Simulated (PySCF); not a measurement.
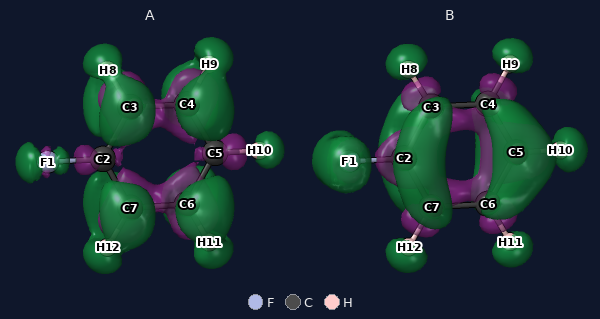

C$_{6}$H$_{5}$F, SMILES `Fc1ccccc1`. The two Fukui functions at ±0.02 e/Å³ (green positive, purple negative).

PySCF calculation, B3LYP/def2-SVP, gas phase; geometry: GFN2-xTB. No frequency check shows the geometry to be a minimum.

The calculation's input:

```python
import numpy as np
from pyscf import gto, scf, dft
from pyscf.scf import atom_ks, atom_hf
from scipy.linalg import block_diag

def solve(mol, dm0=None, hcore=None):
    mf = (dft.UKS if mol.spin else dft.RKS)(mol, xc='b3lyp')
    mf.grids.level = 3
    mf = mf.density_fit(auxbasis='def2-universal-jkfit')
    mf.conv_tol, mf.max_cycle = 1e-8, 80
    if hcore is not None:
        mf.get_hcore = lambda *args: hcore
    mf.kernel(dm0)
    if not mf.converged:
        mf = mf.newton().run(mf.mo_coeff, mf.mo_occ, max_cycle=30)
    assert mf.converged, 'SCF not converged'
    return mf

mol = gto.M(atom='''
F      2.27468     0.00008     0.00000
C      0.92396    -0.00011     0.00000
C      0.25494    -1.21010     0.00000
C     -1.12915    -1.20073     0.00000
C     -1.81963     0.00003     0.00000
C     -1.12917     1.20068     0.00000
C      0.25492     1.21008     0.00000
H      0.81459    -2.13216     0.00000
H     -1.66867    -2.13573     0.00000
H     -2.89904     0.00025     0.00000
H     -1.66870     2.13568     0.00000
H      0.81456     2.13215     0.00000
''', basis='def2-svp', charge=0, spin=0, verbose=4)
mf = solve(mol)
out = dict(e0=mf.e_tot, dm0=mf.make_rdm1(), c=mf.mo_coeff, occ=mf.mo_occ, eps=mf.mo_energy)
for name, dq, spin in [('cation', 1, 1), ('anion', -1, 1)]:
    ion = mol.copy().set(charge=mol.charge + dq, spin=spin).build()
    mi = solve(ion)
    if spin and dq > 0 and mol.nao < 130:
        c, _, stable, _ = mi.stability(return_status=True)
        if not stable:
            mi = solve(ion, mi.make_rdm1(c, mi.mo_occ))
    print(name, 'vertical energy change / eV', (mi.e_tot - mf.e_tot) * 27.211386)
    out.update({'e_' + name: mi.e_tot, 'dm_' + name: mi.make_rdm1(), 's2_' + name: mi.spin_square()[0], 'eps_' + name: mi.mo_energy, 'occ_' + name: mi.mo_occ})
# spherically averaged free atoms, for the promolecule
atm = atom_ks.get_atm_nrks(mol, xc='b3lyp')
pro = block_diag(*[(atm[a[0]][2] * atm[a[0]][3]) @ atm[a[0]][2].T for a in mol._atom])
np.savez('result.npz', pro=pro, **out)
```

Run with:

```sh
OMP_NUM_THREADS=1 python input.py
```

The run took 6.7 min on 1 thread of Arm Neoverse V1, with other jobs on the host, peak memory 0.73 GiB.

Partitions, critical points and surface values were worked out afterwards from this run's density.

> Which panel is f⁻ (electron removed) and which f⁺ (electron added)?

A is f⁺, B is f⁻. f⁻ (Hirshfeld-condensed) is largest on C5 (0.16), C2 (0.13) and F1 (0.12); the vertical ionisation energy is 9.22 eV. f⁺ (Hirshfeld-condensed) is largest on C4 and C6 (0.13 each) and C3 and C7 (0.13 each); the vertical electron affinity is −1.68 eV (the stability of the anion's solution wasn't checked; negative, but this basis has no diffuse functions, so it doesn't show that the anion is unbound).

> What chemical potential and hardness follow from the two energies?

μ = −(I + A)/2 = −3.77 eV and η = I − A = 10.89 eV.
